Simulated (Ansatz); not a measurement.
# GeS (SMILES [S+]#[Ge-]): r2SCAN0/STO-3G

Aim: the electronic atomisation energy of GeS at r2SCAN0/STO-3G, from 3 runs. 

Program for the calculation: Ansatz 0.2.0.

58 further runs of the same task are left out: 29 that didn't finish, 29 set aside as unsound or not needed.

### Step 1. The molecule

GeS: 2 atoms, total charge 0, spin state singlet. As SMILES, `[S+]#[Ge-]`. The bond length is the measured one.

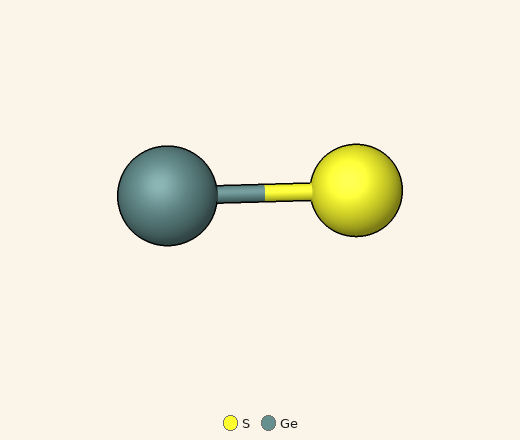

The structure, seen from a chosen angle (sulfur yellow, germanium teal).

### Step 2. A single-point energy at r2SCAN0/STO-3G

run.yaml reads:

```yaml
crystal:
  periodic: [false, false, false]
  atoms:
    - symbol: S
      position_ang: [0.000000, 0.000000, 0.000000]
    - symbol: Ge
      position_ang: [0.000000, 0.000000, 2.012086]
basis:
  gaussian:
    orbitals: STO-3G
hamiltonian:
  xc: {name: r2SCAN0}
accuracy: high
```

Run with:

```bash
$ ansatz run run.yaml --threads 1 --pin off --max-ram 2610MiB --events-out events.jsonl --progress --plain --runs-dir runs
```

The program printed:

```text
Warning: RAYON_NUM_THREADS=1 ignored (pool sized by the plan → 1); use --threads N
Functional definition: r2SCAN0
  name "r2SCAN0"
  parameter a = 0.25
  parameter k0 = 0.174
  parameter k1 = 0.065
  parameter a1 = 4.9479
  exchange = (1 - a)*r2scan_x(k0 = k0, k1 = k1, a1 = a1) + a*exact_x
  correlation = r2scan_c
374 factors; integrals over basis functions are off by at most 1.1e-8 eV
mean field evaluation 1: about -66582.6314 eV, gradient 1.8e1 eV
mean field evaluation 2: about -66566.7447 eV, gradient 6.9e1 eV
mean field evaluation 4: about -66584.0703 eV, gradient 6.4e-1 eV
mean field evaluation 8: about -66584.0601 eV, gradient 1.4e-2 eV
mean field evaluation 16: about -66584.0601 eV, gradient 3.2e-8 eV
mean field -66584.06013009 eV, -2446.9190774839 hartree, gradient 3.2e-8 eV, S^2 0.000000; 0 other end points of the search recorded, 0 dependent functions left out
reference -66584.06013032 eV, -2446.9190774922 hartree; 24, 24 occupied and 3, 3 virtual orbitals, 374 factors
Total energy: -66584.06013032 eV, -2446.9190774922 hartree
```

Wall time 2.7 s (1 thread of Arm Neoverse V1, shared host); peak memory 0.12 GiB.

### Step 3. The Ge atom, same level

job.yaml reads:

```yaml
crystal:
  periodic: [false, false, false]
  atoms:
    - symbol: Ge
      position_ang: [0.000000, 0.000000, 0.000000]
basis:
  gaussian:
    orbitals: STO-3G
magnetization:
  spin_polarized: true
  initial_magnetization: 2
hamiltonian:
  xc: {name: r2SCAN0}
accuracy: high
```

Run the same way, it converges to -2052.98005 Eh (log not shown).

### Step 4. The S atom, same level

molecule.yaml reads:

```yaml
basis:
  gaussian:
    orbitals: STO-3G
crystal:
  periodic: [false, false, false]
  atoms:
    - symbol: S
      position_ang: [0.000000, 0.000000, 0.000000]
magnetization:
  spin_polarized: true
  initial_magnetization: 2
hamiltonian:
  xc: {name: r2SCAN0}
accuracy: high
```

Run the same way, it converges to -393.67269 Eh (log not shown).

### Step 5. What came out

At r2SCAN0/STO-3G:

| quantity | value |
| --- | --- |
| molecule: total energy | -2446.91908 Eh |
| Ge atom: total energy | -2052.98005 Eh |
| Ge atom: ⟨S²⟩ | 2.128 |
| S atom: total energy | -393.67269 Eh |
| S atom: ⟨S²⟩ | 2.000 |
| electronic atomisation energy | 7.247 eV |

What this shows: Taking the molecule apart into free atoms costs 7.25 eV (699 kJ/mol), before zero-point energy and without spin-orbit coupling. In a minimal basis such a difference can be off by several eV, whatever the method. ⟨S²⟩ (Ge atom) is 2.13 where a pure triplet has 2.00: the reference is spin-contaminated.
